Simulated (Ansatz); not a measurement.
Ta (Im-3m): the Drude term of Re ε in the infrared

Re ε of Ta (Im-3m) at low photon energies is read from one computed spectrum; the carriers' damping was typed as γ = 0.05 eV.

It takes space group Im-3m (No. 229, cubic). The conventional cell has a = 3.303 Å, b = 3.303 Å, c = 3.303 Å, α = 90.00°, β = 90.00°, γ = 90.00°. Ta on site a is surrounded by 8 Ta at 2.86 Å.

Method: Ansatz 0.2.0, PBE, independent particles, k-mesh 18×18×18 with interpolation inside its cells, Gaussian parameter 0.1 eV.

Launch of the response step: `ansatz run input.yaml --threads 4 --pin off --max-ram 8192MiB --backend cpu --events-out ev --progress --plain --runs-dir out`. The run took 5 s, on 4 threads of Intel(R) Xeon(R) Platinum 8488C (Sapphire Rapids), on a shared host.

```
photon energy E (eV)  wavelength (µm)     Re ε
                0.25             4.96  -1194.1
                0.30             4.13   -833.9
                0.35             3.54   -611.8
                0.40             3.10   -465.9
                0.50             2.48   -292.7
                0.60             2.07        ?
                0.70             1.77   -140.2
```

A Drude term over a constant background gives Re ε = ε_b − ωp²/(E² + γ²), linear in 1/(E² + γ²).

Working, on the rows shown:

| x = 1/(E² + γ²) (eV⁻²) | y = Re ε |
| --- | --- |
| 15.3846 | -1194.1 |
| 10.8108 | -833.9 |
| 8 | -611.8 |
| 6.15385 | -465.9 |
| 3.9604 | -292.7 |
| 2.03046 | -140.2 |

Means: x̄ = 7.7234, ȳ = -589.77. Σ(x − x̄)(y − ȳ) = -9261, Σ(x − x̄)² = 117.3. Slope = -9261 / 117.3 = -78.93; intercept = ȳ − slope · x̄ = 19.841. The line misses the rows shown by at most 0.44.

Question: What does the fit predict for the withheld row, and how well does it do?

Answer: At x = 2.7586 the line gives y = -197.9. The run gave -197.8, so the interpolation is off by 0.098, 0.0 % of the range in the table.

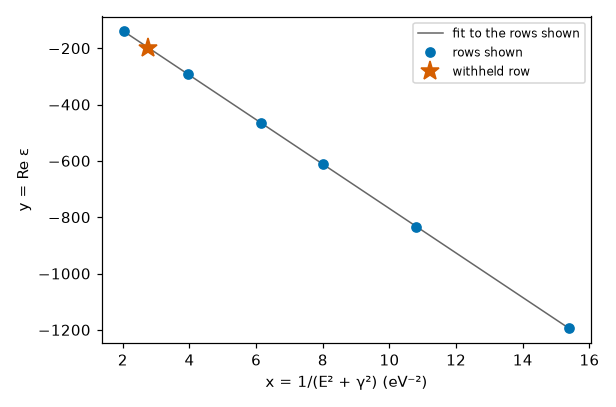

Refitted with all rows, the slope is -78.93 and the intercept 19.877. These give ωp = √(−slope) = 8.88 eV, against 8.85 eV from the program's Fermi-surface sum, and an intercept of 19.9. Taking the program's Drude term off the rows leaves 10 at the lowest energy and 19 at the highest, so the background isn't constant: interband transitions lie in or near the window, and neither fitted number can be trusted. The values come from a sum over the points of one k-mesh and carry its error, which is largest for Fermi-surface quantities. Spin-orbit coupling is left out.

[Logs are printed without paths, hosts, clocks, repeated set-up lines and the standing remarks that a program may print on its own settings, such as how far it seeks lower states.]
